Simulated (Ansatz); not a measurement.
# Bilayer SnO: what a tunnelling microscope would see, part 2 of 2

Aim: relax bilayer SnO, then simulate its STM images at several biases.

Ansatz 0.2.0; DFT PBE+D3(BJ), scalar-relativistic, plane waves, PAW.

### Step 4. STM images

Images follow the Tersoff–Hamann model: the current is the local density of the sample's states between the Fermi level and the bias, at the tip's centre. Zero bias lies in the gap, 0.52 eV above the top filled level.

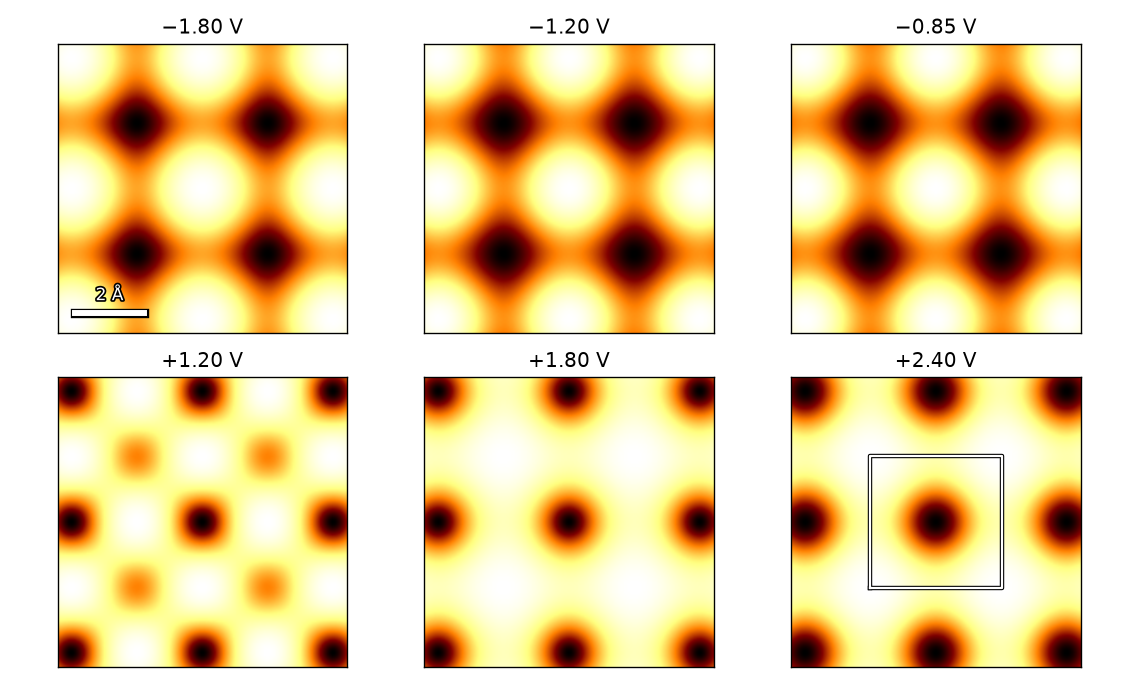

Constant-current images of bilayer SnO at 6 sample biases, each on its own colour scale; the last shows the surface cell.

**How do the images change with bias?**

```
   bias  set point (e/Å³)  corrugation                               brightest over
−1.80 V        3.2 × 10⁻⁴        83 pm                                 top Sn atoms
−1.20 V        8.3 × 10⁻⁵        58 pm                                 top Sn atoms
−0.85 V        6.8 × 10⁻⁵        55 pm                                 top Sn atoms
+1.20 V        9.8 × 10⁻⁶        74 pm   O atoms about 1.2 Å below slab's top atoms
+1.80 V        3.0 × 10⁻⁴        94 pm  Sn atoms about 2.4 Å below slab's top atoms
+2.40 V        1.9 × 10⁻³        45 pm  Sn atoms about 2.4 Å below slab's top atoms
```

The slab has a gap of 1.05 eV on its k-mesh, so no current flows between −0.52 V and +0.52 V.

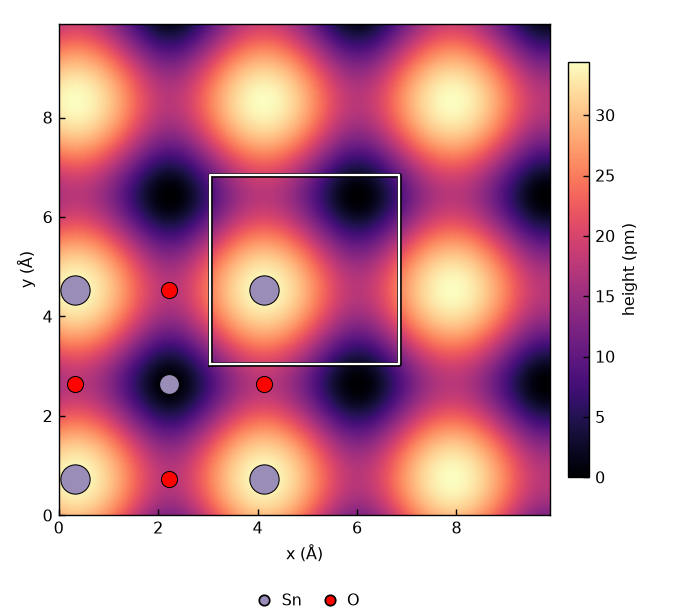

Constant-current image at a set point of 2.5 × 10⁻⁵ e/Å³, bias −0.85 V (filled states); exposed atoms are drawn over one corner and one cell is outlined.

The brightest spots lie over the top Sn atoms; the darkest points are over the Sn atoms about 2.4 Å below the slab's top atoms. The corrugation is 34 pm at a mean tip height of 3.5 Å.

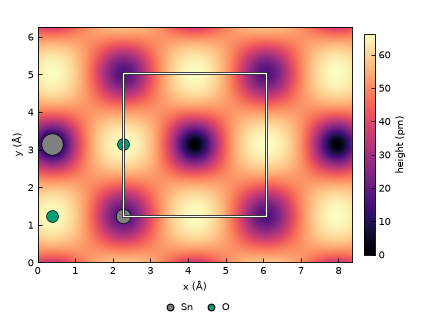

Constant-current image at a set point of 3.5 × 10⁻⁵ e/Å³, bias +1.20 V (empty states); exposed atoms are drawn over one corner and one cell is outlined.

The brightest spots lie over the O atoms about 1.2 Å below the slab's top atoms; the darkest points are over the top Sn atoms. The corrugation is 66 pm at a mean tip height of 2.5 Å.

### Step 5. Decay, spin and depth

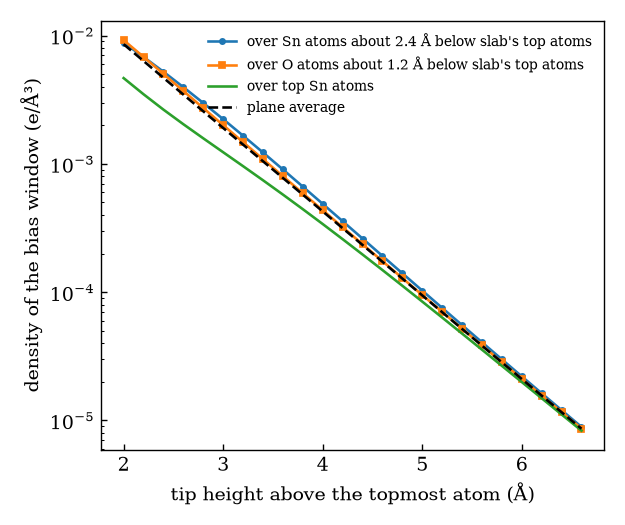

Approach curves over bilayer SnO at a sample bias of +2.40 V.

**Estimate the decay constant and the apparent barrier, and compare with the vacuum level.**

Near 4 Å the plane average falls as exp(−1.50 z/Å), a factor of 4.5 per ångström, which gives an apparent barrier of 2.2 eV (0.952 eV Å² times the slope squared). The vacuum level lies 3.99 eV above zero bias. The apparent barrier is lower, since the highest empty states in the window lie nearer the vacuum level.

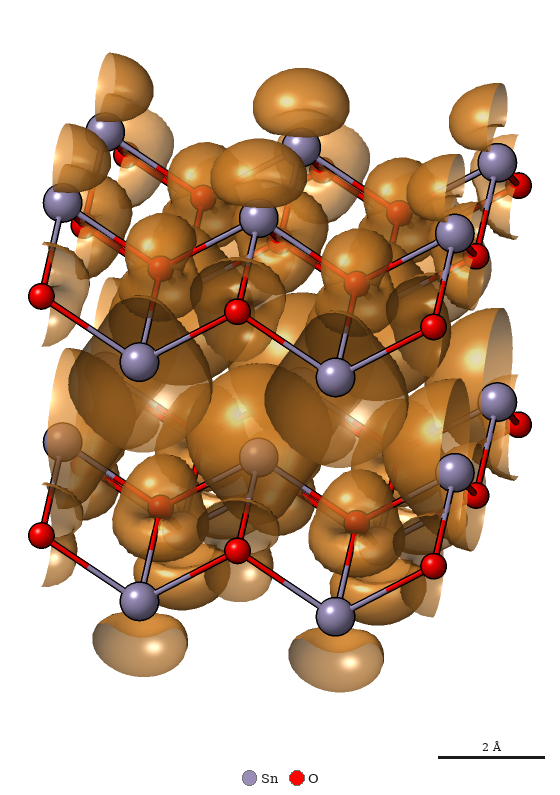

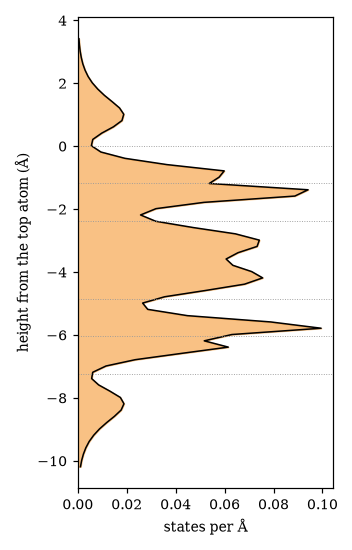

Density of all states between −0.85 and 0.00 eV from the zero of bias in the gap in bilayer SnO: orange isosurface at 2.7 × 10⁻³ e/Å³, seen from the side, tilted, and its sum over planes (dotted lines mark the atomic planes).

The density is that of the smooth PAW orbitals, smoothed near the nuclei.

**Where in the slab do these states sit?**

The window holds 0.43 states per cell. Shares by plane, top to bottom: Sn 9 %, O2 18 %, Sn 24 %, Sn 22 %, O2 18 %, Sn 9 %. 

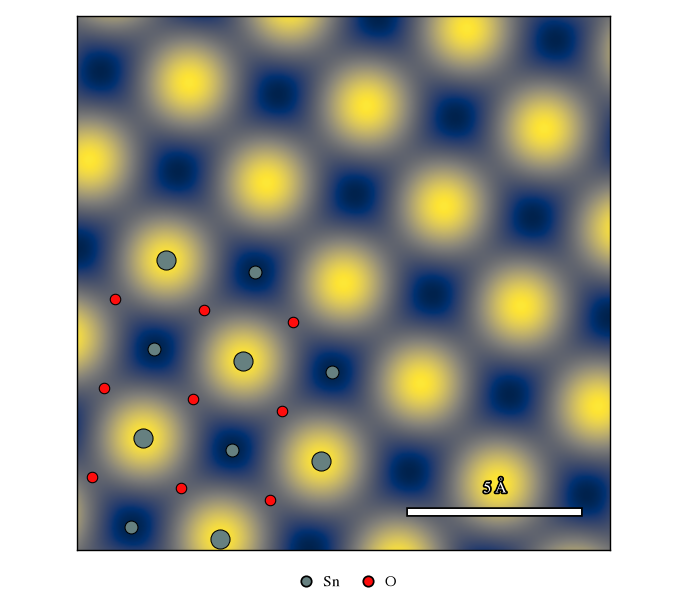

Map of the apparent barrier height, 0.952 eV Å² × (d ln I/dz)², 3.4 Å above bilayer SnO at −0.85 V; lighter colours are higher.

**Where is the apparent barrier highest and lowest, and over what range?**

It is highest, 4.9 eV, over the top Sn atoms, and lowest, 2.9 eV, over the Sn atoms about 2.4 Å below the slab's top atoms. The vacuum level lies 3.99 eV above zero bias.

### Step 6. Results

The summary covers parts 1 to 2.

```
                             quantity    value
vacuum level over zero bias, top face  3.99 eV
          gap of the slab on its mesh  1.05 eV
 corrugation at −0.85 V, tip 3.5 Å up    34 pm
 corrugation at +1.20 V, tip 2.5 Å up    66 pm
```

In words: At −0.85 V the brightest spots lie over the top Sn atoms; the darkest points are over the Sn atoms about 2.4 Å below the slab's top atoms. At +1.20 V the brightest spots lie over the O atoms about 1.2 Å below the slab's top atoms; the darkest points are over the top Sn atoms. The model has an s-wave tip and no tip-sample forces.

These are semilocal Kohn-Sham gaps, which aren't the measured quantity. Such gaps usually fall short of the measured ones.
